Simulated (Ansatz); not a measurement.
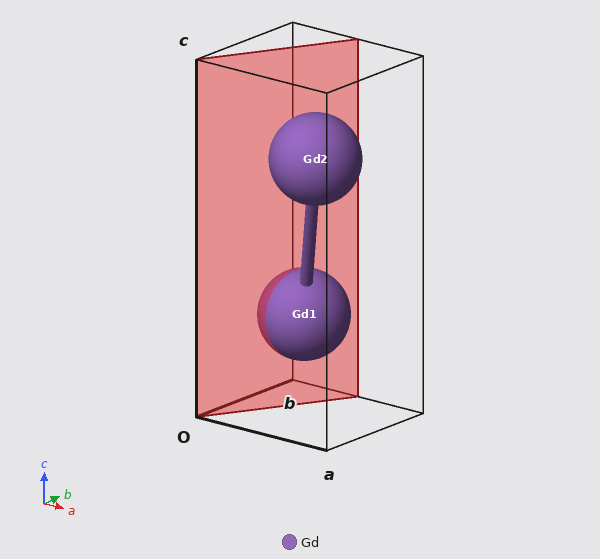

For Gd, the input geometry of an electronic-structure calculation (not necessarily at equilibrium): the shaded plane is a symmetry element of the crystal. The drawing is computed from the coordinates (standard cell, symmetry found to 0.002 Å).

a = 3.541 Å, b = 3.541 Å, c = 5.649 Å, α = 90.00°, β = 90.00°, γ = 120.00°.

| atom | x | y | z |
| --- | --- | --- | --- |
| Gd1 | 0.3333 | 0.6667 | 0.2500 |
| Gd2 | 0.6667 | 0.3333 | 0.7500 |

Is it a mirror or a glide plane, and what is the operation?

It is a mirror plane, parallel to (2 −1 0), through (0.300, 0.600, 1/2): x, y, z → −x+y, y, z.

Onto which atom does it carry each atom (up to whole multiples of a, b and c)?

Gd1 → Gd1, Gd2 → Gd2.
